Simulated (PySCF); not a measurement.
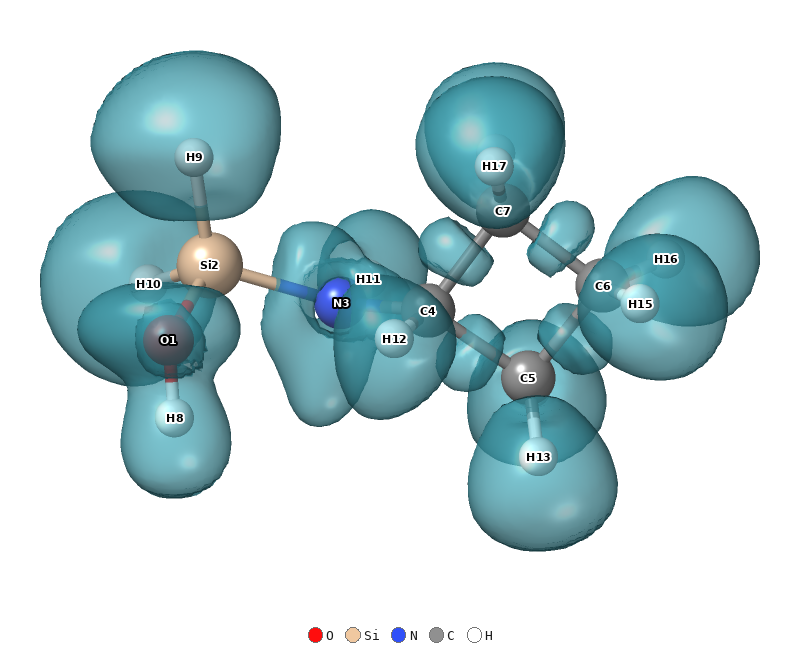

Figure. C4H11NOSi (SMILES O[SiH2]NC1CCC1). Isosurface of the ELF at 0.75 (cyan), seen at an oblique angle. Only the valence region is drawn (cores and ρ < 0.01 e/Å³ removed).

Geometry: GFN2-xTB.

Method: PBE0/pcSseg-1, SCF density, gas phase, non-relativistic (PySCF 2.14.0).

Input file:

```
{"job": {"kind": "nmr", "xc": "PBE0", "basis": "pcSseg-1"}, "charge": 0, "multiplicity": 1}
O      3.096679    -0.149776    -1.079582
Si     2.421961     0.217125     0.351856
N      0.805996    -0.384026     0.386794
C     -0.162033    -0.112053    -0.633965
C     -1.387601    -1.047156    -0.693657
C     -2.299401     0.183026    -0.815774
C     -1.117375     1.088334    -0.439776
H      3.068053    -1.042578    -1.413232
H      2.610455     1.664874     0.349380
H      3.058064    -0.467165     1.476957
H      0.365737    -0.466491     1.291299
H      0.364048    -0.059767    -1.588171
H     -1.414713    -1.755113    -1.519196
H     -1.529602    -1.587981     0.240596
H     -2.647234     0.348675    -1.832984
H     -3.154041     0.210076    -0.143006
H     -0.941064     1.951315    -1.077198
H     -1.146688     1.414997     0.598482
```

Launched as:

```sh
OMP_NUM_THREADS=1 python probes_run.py task.json out
```

Question: Describe the localisation domains.

Answer: At this value the surface marks out four regions between bonded C–C atoms (shared pairs), nine regions around hydrogen nuclei, one joined region spread over several atoms (H, N), in which their bonds and any lone pairs are merged and one joined region spread over several atoms (H, O), in which their bonds and any lone pairs are merged.

Values along the shortest contacts:
C–N (1.43 Å): the ELF peaks at about 0.90 between the atoms; a shared electron pair. C–C (1.54 Å): the ELF peaks at about 0.95 between the atoms; localised, covalent bonding.
